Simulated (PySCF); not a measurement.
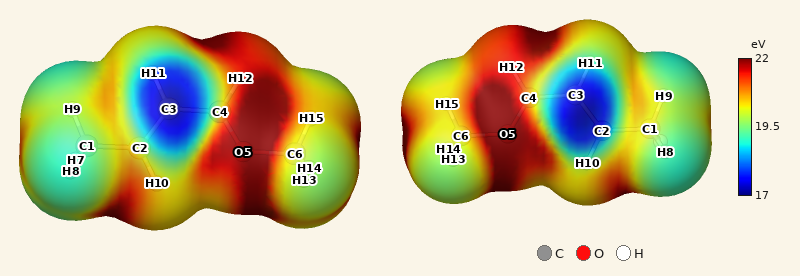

Figure 1: C5H9O, charge +1, SMILES `C[CH+]/C=C\OC`. Average local ionisation energy on the surface of electron density 0.001 a.u. (back view left, front view right).

PySCF calculation, ωB97X/def2-SVPD, gas phase; geometry: GFN2-xTB. No frequency check shows the geometry to be a minimum.

The calculation's input:

```python
import numpy as np
from pyscf import gto, scf, dft
from pyscf.scf import atom_ks, atom_hf
from scipy.linalg import block_diag

def solve(mol, dm0=None, hcore=None):
    mf = (dft.UKS if mol.spin else dft.RKS)(mol, xc='wb97x')
    mf.grids.level = 3
    mf = mf.density_fit(auxbasis='def2-universal-jkfit')
    mf.conv_tol, mf.max_cycle = 1e-8, 80
    if hcore is not None:
        mf.get_hcore = lambda *args: hcore
    mf.kernel(dm0)
    if not mf.converged:
        mf = mf.newton().run(mf.mo_coeff, mf.mo_occ, max_cycle=30)
    assert mf.converged, 'SCF not converged'
    return mf

mol = gto.M(atom='''
C      2.92861    -0.32492    -0.00311
C      1.47592    -0.33896     0.00324
C      0.69099     0.77970     0.00118
C     -0.71125     0.74011     0.00125
O     -1.37162    -0.34825     0.00073
C     -2.78783    -0.36642    -0.00347
H      3.30025    -0.88477    -0.86339
H      3.30000    -0.88648     0.86207
H      3.34648     0.67778    -0.00746
H      0.99291    -1.31009     0.00937
H      1.14865     1.75850    -0.00148
H     -1.25183     1.68985     0.00021
H     -3.11406    -0.91777     0.88362
H     -3.11380    -0.91602    -0.88688
H     -3.21434     0.63792     0.00355
''', basis='def2-svpd', charge=1, spin=0, verbose=4)
mf = solve(mol)
mf.analyze()
# spherically averaged free atoms, for the promolecule
atm = atom_ks.get_atm_nrks(mol, xc='wb97x')
pro = block_diag(*[(atm[a[0]][2] * atm[a[0]][3]) @ atm[a[0]][2].T for a in mol._atom])
np.savez('result.npz', e=mf.e_tot, c=mf.mo_coeff, occ=mf.mo_occ, eps=mf.mo_energy, pro=pro, dip=mf.dip_moment(verbose=0), s2=mf.spin_square()[0])
```

Command:

```sh
OMP_NUM_THREADS=1 python input.py
```

The run took 38 s on 1 thread of AMD EPYC (Zen 3), on a shared host, peak memory 0.79 GiB.

Partitions, critical points and surface values were worked out afterwards from this run's density.

### Locate the minima of the map.

The lowest value is 17.1 eV, over C3, off the plane of its three bonds (2.1 Å), and at like points elsewhere. Further minima include 18.9 eV, 1.3 Å from H9; 19.0 eV, 1.3 Å from H8; 19.5 eV, 1.3 Å from H13. For comparison, the highest occupied orbital lies at −15.3 eV.
